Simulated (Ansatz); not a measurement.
## CH₇O₃Si: molecular dynamics (part 3 of 3)

CH₇O₃Si, multiplicity 2; UKS BHLYP-D4/def2-SVP (Ansatz 0.2.0). It belongs to a series of runs on one base structure; here: dynamics from the highest image of the converged band.

Geometry of the input (Å):
```
Si -0.1143  -0.1905  0.1567
H  -0.0278  -0.0927  1.8070
O  1.3180  0.0595  -0.6170
H  1.7775  -0.7144  -0.9334
O  -1.1397  1.0237  -0.2650
H  -1.0884  1.3502  -1.1613
O  -0.6080  -1.6768  -0.3789
H  -1.4096  -2.0500  -0.0234
C  0.0403  0.1305  3.2598
H  -0.1870  -0.8446  3.6851
H  1.0633  0.4653  3.4155
H  -0.7170  0.8913  3.4330
```

Log, continued
```
md step   192: t =    96.00 fs  T =   497.9 K  F+E_penalty+E_count = -15159.66432604 eV  E_kin = 0.643536 eV  conserved = -15159.02078963 eV  (28 SCF iters, 3 dispersion substeps)
md step   193: t =    96.50 fs  T =   470.3 K  F+E_penalty+E_count = -15159.62809981 eV  E_kin = 0.607878 eV  conserved = -15159.02022192 eV  (28 SCF iters, 3 dispersion substeps)
md step   194: t =    97.00 fs  T =   454.3 K  F+E_penalty+E_count = -15159.60746424 eV  E_kin = 0.587284 eV  conserved = -15159.02018004 eV  (27 SCF iters, 3 dispersion substeps)
md step   195: t =    97.50 fs  T =   450.8 K  F+E_penalty+E_count = -15159.60326741 eV  E_kin = 0.582729 eV  conserved = -15159.02053833 eV  (28 SCF iters, 3 dispersion substeps)
md step   196: t =    98.00 fs  T =   455.7 K  F+E_penalty+E_count = -15159.61007068 eV  E_kin = 0.589089 eV  conserved = -15159.02098120 eV  (28 SCF iters, 3 dispersion substeps)
md step   197: t =    98.50 fs  T =   463.9 K  F+E_penalty+E_count = -15159.62087114 eV  E_kin = 0.599605 eV  conserved = -15159.02126597 eV  (28 SCF iters, 3 dispersion substeps)
md step   198: t =    99.00 fs  T =   471.6 K  F+E_penalty+E_count = -15159.63092056 eV  E_kin = 0.609590 eV  conserved = -15159.02133009 eV  (36 SCF iters, 3 dispersion substeps)
md step   199: t =    99.50 fs  T =   477.8 K  F+E_penalty+E_count = -15159.63887727 eV  E_kin = 0.617640 eV  conserved = -15159.02123752 eV  (28 SCF iters, 3 dispersion substeps)
these checks for a lower state are left out or cut short: starts, cluster_reference, orbital_swaps, neighbouring_geometries, increment
1132 factors; integrals over basis functions are off by at most 4.5e-4 eV
mean field evaluation 1472: about -15159.4619 eV, gradient 6.6e-1 eV
mean field -15159.46423866 eV, -557.1000353167 hartree, gradient 1.0e-5 eV, S^2 0.754558; 0 other end points of the search recorded, 0 dependent functions left out
the calculation of the forces begins
reference -15159.46443250 eV, -557.1000424404 hartree; 26, 25 occupied and 83, 84 virtual orbitals, 1132 factors
1132 factors; integrals over basis functions are off by at most 4.5e-4 eV
mean field -15159.46423866 eV, -557.1000353167 hartree, gradient 1.0e-5 eV, S^2 0.754558; 1 other end points of the search recorded, 0 dependent functions left out
the calculation of the forces begins
reference -15159.46443250 eV, -557.1000424404 hartree; 26, 25 occupied and 83, 84 virtual orbitals, 1132 factors
md step   200: t =   100.00 fs  T =   483.4 K  F+E_penalty+E_count = -15159.64591973 eV  E_kin = 0.624827 eV  conserved = -15159.02109224 eV  (30 SCF iters, 3 dispersion substeps)
```

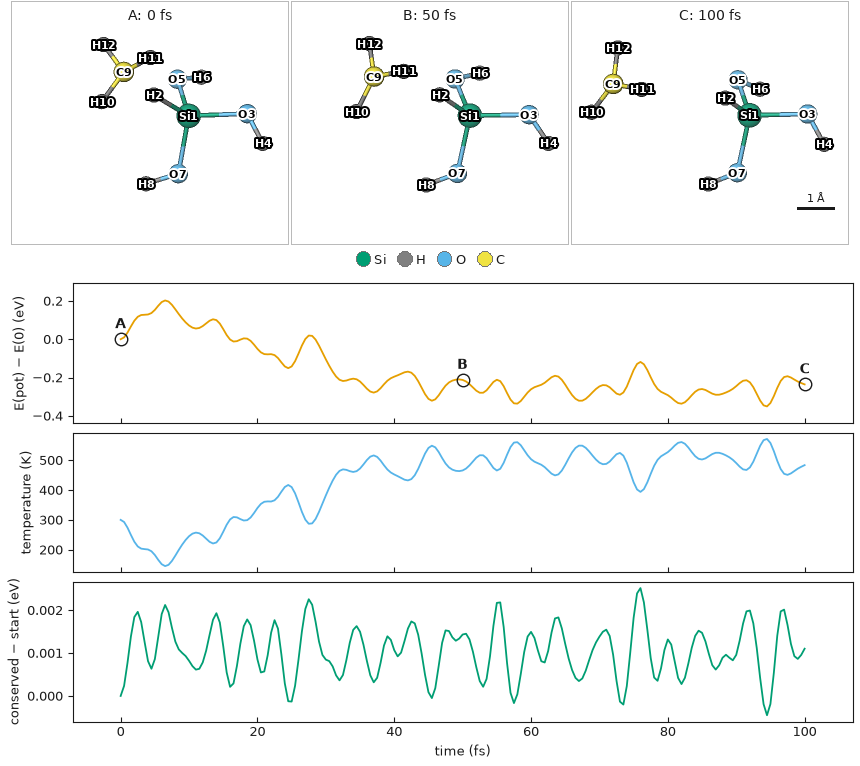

Fig. 1: Frames of the molecular dynamics (ball-and-stick, seen at a tilt) above the curves, on which the letters mark them. The trajectory kept here has 201 frames over 100 fs. The temperature starts at 300 K, ranges from 145 to 571 K and averages 500 K over the second half. The potential energy ends 0.236 eV below its first value. The conserved quantity stays within 0.003 eV. After an unweighted best fit of the last frame on the first, the root-mean-square displacement is 1.00 Å.

```
Total energy: -15159.64611358 eV, -557.1067190969 hartree
Atom 0 at    -0.050430    -0.105245    -0.177014 Å, force    -0.284206    -0.339931    -0.435855 eV/Å
Atom 1 at     0.340525     0.178090     1.154522 Å, force    -0.031520     0.310717     1.103683 eV/Å
Atom 2 at     1.261077     0.022829    -1.130248 Å, force     0.388767    -0.000502    -0.400070 eV/Å
Atom 3 at     1.573063    -0.773396    -1.544280 Å, force     0.118681    -0.130292    -0.105346 eV/Å
Atom 4 at    -1.169533     0.985497    -0.683952 Å, force     0.031257    -0.299384     0.031446 eV/Å
Atom 5 at    -1.264836     0.856277    -1.625828 Å, force    -0.298705     0.395515    -0.167849 eV/Å
Atom 6 at    -0.567927    -1.657434    -0.373432 Å, force    -1.275091    -0.567751     0.222638 eV/Å
Atom 7 at    -1.468932    -1.975221    -0.157000 Å, force     1.351120     0.632400    -0.234448 eV/Å
Atom 8 at    -0.027753     0.045174     5.067464 Å, force     0.414449     0.343493    -0.399519 eV/Å
Atom 9 at    -0.829148    -0.714229     5.044959 Å, force     0.775064     0.441976     0.047632 eV/Å
Atom 10 at     1.053376    -0.130494     4.995327 Å, force    -0.558904    -0.740789     0.217704 eV/Å
Atom 11 at    -0.220684     1.085233     4.822410 Å, force    -0.630912    -0.045453     0.119986 eV/Å
Dipole moment:    -0.236728    -0.404868    -0.237306 e Å
```

Trajectory as extended XYZ (Å, eV, eV/Å), 9 of the 201 frames kept, from step=0 to step=200
```
12
Properties=species:S:1:pos:R:3:forces:R:3 step=0 time_fs=0.0 energy=-15159.40997 temperature=300.0
Si   -0.1143   -0.1905    0.1567    0.0001   0.0001   0.0000
H    -0.0278   -0.0927    1.8070   -0.0001   0.0001   0.0002
O     1.3180    0.0595   -0.6170    0.0000  -0.0001   0.0001
H     1.7775   -0.7144   -0.9334    0.0000  -0.0001   0.0000
O    -1.1397    1.0237   -0.2650   -0.0002   0.0002  -0.0001
H    -1.0884    1.3502   -1.1613    0.0002  -0.0001   0.0000
O    -0.6080   -1.6768   -0.3789    0.0000  -0.0001   0.0000
H    -1.4096   -2.0500   -0.0234   -0.0001   0.0001   0.0001
C     0.0403    0.1305    3.2598    0.0001  -0.0002  -0.0003
H    -0.1870   -0.8446    3.6851    0.0003   0.0000   0.0000
H     1.0633    0.4653    3.4155   -0.0001   0.0003   0.0000
H    -0.7170    0.8913    3.4330   -0.0002  -0.0002   0.0001
12
Properties=species:S:1:pos:R:3:forces:R:3 step=25 time_fs=12.5 energy=-15159.32729 temperature=236.8
Si   -0.1351   -0.1886    0.1795    1.2818   0.6435  -3.8271
H     0.0131   -0.0556    1.5540    0.0938   0.0064   1.4786
O     1.3249    0.0573   -0.6710   -1.2096  -0.1547   0.8666
H     1.7105   -0.6717   -1.1521   -0.1892  -0.0305   0.1482
O    -1.1288    1.0594   -0.3036    0.2228  -0.8144   0.1128
H    -1.1097    1.1800   -1.2533   -0.0646   0.1580   0.0980
O    -0.5773   -1.6842   -0.3531   -0.1045   0.0012   0.0442
H    -1.4031   -2.1148   -0.1608   -0.0570   0.0937   0.1028
C     0.0325    0.1207    3.3571    0.5272  -0.8670   0.8877
H    -0.2806   -0.8783    3.5809   -0.1999  -0.5438   0.0461
H     1.0767    0.3186    3.4780    0.4754   0.3564  -0.0102
H    -0.6928    0.8752    3.4413   -0.7763   1.1513   0.0521
12
Properties=species:S:1:pos:R:3:forces:R:3 step=50 time_fs=25.0 energy=-15159.55215 temperature=409.9
Si   -0.1027   -0.1590    0.1041   -1.7207  -0.8385   0.7187
H    -0.0166   -0.1006    1.5361    0.1149   0.2010   0.2617
O     1.2594    0.0459   -0.6718    2.1559   0.0554  -1.1989
H     1.4879   -0.6975   -1.2222    0.3088  -0.0171  -0.0970
O    -1.1099    1.0381   -0.3337   -0.7604   0.2449  -0.0945
H    -1.2030    1.2197   -1.2645    0.0157   0.1001  -0.0310
O    -0.5573   -1.6943   -0.3295   -0.6572  -0.0498  -0.1709
H    -1.4429   -2.0336   -0.1655    0.5469   0.2691  -0.0252
C     0.0257    0.0974    3.5464    0.0356   0.9664   0.4467
H    -0.3842   -0.8873    3.5481   -0.0843  -0.5231   0.0958
H     1.0773    0.3162    3.5609    0.4087  -0.3658   0.0576
H    -0.6055    0.9679    3.4571   -0.3640  -0.0427   0.0369
12
Properties=species:S:1:pos:R:3:forces:R:3 step=75 time_fs=37.5 energy=-15159.68241 temperature=511.1
Si   -0.1174   -0.1565    0.0507    1.4820   0.5330   0.3647
H     0.0461    0.0395    1.5225   -0.0931  -0.1729  -0.7537
O     1.3273    0.0314   -0.7475   -0.4551  -0.1172   0.1427
H     1.5792   -0.6893   -1.3227   -0.0087   0.0706   0.1076
O    -1.1521    1.0286   -0.3735   -0.4928   0.0808  -0.0889
H    -1.2621    1.3761   -1.2546    0.1366  -0.1694   0.0253
O    -0.5566   -1.6928   -0.3253   -0.0114   0.1714  -0.1944
H    -1.4432   -1.9102   -0.0834   -0.5476  -0.4086   0.0913
C     0.0202    0.1042    3.7885   -0.3586  -0.3446  -0.2958
H    -0.4178   -0.8882    3.6414   -0.0570   0.3139   0.2219
H     1.1175    0.0943    3.7269   -0.5618   0.6038   0.0985
H    -0.6492    0.9691    3.5870    0.9676  -0.5607   0.2809
12
Properties=species:S:1:pos:R:3:forces:R:3 step=100 time_fs=50.0 energy=-15159.62256 temperature=465.6
Si   -0.0874   -0.1402   -0.0107    0.5143   0.4208   0.8563
H     0.1279    0.1095    1.4961   -0.1571  -0.3172  -1.3601
O     1.3788    0.0157   -0.8214   -1.3514   0.2614   0.5860
H     1.7148   -0.6849   -1.3710   -0.1730  -0.1544   0.0072
O    -1.2296    1.0192   -0.4174    0.9951  -0.7937  -0.0248
H    -1.1800    1.3731   -1.3016   -0.0839   0.0213  -0.0866
O    -0.5947   -1.6844   -0.3292   -0.5395   0.0197   0.1365
H    -1.4473   -2.0445   -0.0412    0.8007   0.5407  -0.2126
C     0.0088    0.0773    4.0257    0.1726   0.6908  -0.1985
H    -0.5601   -0.8754    3.9540    0.7367   0.8691   0.0884
H     1.1105    0.1888    4.0221   -0.7415  -0.7650   0.0754
H    -0.4785    1.0563    3.8758   -0.1730  -0.7935   0.1330
12
Properties=species:S:1:pos:R:3:forces:R:3 step=125 time_fs=62.5 energy=-15159.62299 temperature=465.6
Si   -0.0473   -0.1164   -0.0823   -1.4826  -0.5804   3.1303
H     0.2315    0.0644    1.4431   -0.3748  -0.0199  -1.4711
O     1.3386    0.0141   -0.8661    1.0085  -0.0262  -1.1647
H     1.6137   -0.7624   -1.3524    0.0753   0.1570  -0.0158
O    -1.2300    0.9546   -0.4735    0.4370   0.3018  -0.4103
H    -1.2142    1.3306   -1.3534   -0.0999  -0.0372   0.1489
O    -0.6172   -1.6472   -0.3451    1.3911   0.4282  -0.7151
H    -1.4108   -1.9584    0.0354   -0.9533  -0.2221   0.4811
C     0.0084    0.0904    4.2552   -0.1741  -1.6703   0.2775
H    -0.5709   -0.8326    4.3464   -0.0568   0.2976  -0.1335
H     1.0713   -0.0823    4.3985   -0.0225   0.7542  -0.1001
H    -0.5448    1.0065    4.2297    0.2519   0.6175  -0.0271
12
Properties=species:S:1:pos:R:3:forces:R:3 step=150 time_fs=75.0 energy=-15159.57085 temperature=425.9
Si   -0.0603   -0.1195   -0.0881    1.8496   0.8518   0.5606
H     0.1982    0.1974    1.3894   -0.2243  -0.3693  -1.1123
O     1.3420    0.0185   -0.9786   -0.7048   0.0467   0.4885
H     1.6060   -0.7761   -1.4321    0.0597  -0.0770  -0.0690
O    -1.1983    0.9150   -0.5543   -0.6998   0.9833   0.2162
H    -1.3710    1.2904   -1.4056    0.1404  -0.0723  -0.2688
O    -0.6075   -1.6169   -0.3799   -1.3792  -1.1133   1.0198
H    -1.4355   -1.7489    0.1280    0.9607  -0.2466  -0.8242
C    -0.0075    0.0567    4.5093    0.3053   1.4138  -0.0676
H    -0.6728   -0.7501    4.6201   -0.5856  -1.0373   0.1118
H     1.0366    0.0467    4.6733    1.1087  -0.8678   0.1081
H    -0.3439    1.0702    4.5294   -0.8306   0.4881  -0.1632
12
Properties=species:S:1:pos:R:3:forces:R:3 step=175 time_fs=87.5 energy=-15159.69981 temperature=524.8
Si   -0.0259   -0.1050   -0.1124   -1.5640  -0.3969  -0.7901
H     0.1565    0.1949    1.3204    0.2078  -0.0475  -0.2965
O     1.3071    0.0195   -1.0682   -0.0862  -0.0584   0.3173
H     1.6305   -0.7527   -1.5298   -0.1282   0.0703   0.1441
O    -1.2097    0.9558   -0.6286    0.7283  -0.1833   0.0804
H    -1.3156    1.0555   -1.5774    0.0619  -0.0537   0.3308
O    -0.6161   -1.6498   -0.3839    1.9538   0.9152  -0.3218
H    -1.4331   -1.9457   -0.0518   -1.1733  -0.2448   0.5556
C    -0.0069    0.0718    4.7878   -0.7257  -0.4905   0.0012
H    -0.6847   -0.7473    4.8349   -0.7632  -0.5322   0.0226
H     1.0032   -0.2456    4.8542    1.0700   0.5367  -0.0102
H    -0.4352    1.0490    4.6749    0.4190   0.4851  -0.0334
12
Properties=species:S:1:pos:R:3:forces:R:3 step=200 time_fs=100.0 energy=-15159.64592 temperature=483.4
Si   -0.0504   -0.1052   -0.1770   -0.2842  -0.3399  -0.4359
H     0.3405    0.1781    1.1545   -0.0315   0.3107   1.1037
O     1.2611    0.0228   -1.1302    0.3888  -0.0005  -0.4001
H     1.5731   -0.7734   -1.5443    0.1187  -0.1303  -0.1053
O    -1.1695    0.9855   -0.6840    0.0313  -0.2994   0.0314
H    -1.2648    0.8563   -1.6258   -0.2987   0.3955  -0.1678
O    -0.5679   -1.6574   -0.3734   -1.2751  -0.5678   0.2226
H    -1.4689   -1.9752   -0.1570    1.3511   0.6324  -0.2344
C    -0.0278    0.0452    5.0675    0.4144   0.3435  -0.3995
H    -0.8291   -0.7142    5.0450    0.7751   0.4420   0.0476
H     1.0534   -0.1305    4.9953   -0.5589  -0.7408   0.2177
H    -0.2207    1.0852    4.8224   -0.6309  -0.0455   0.1200
```
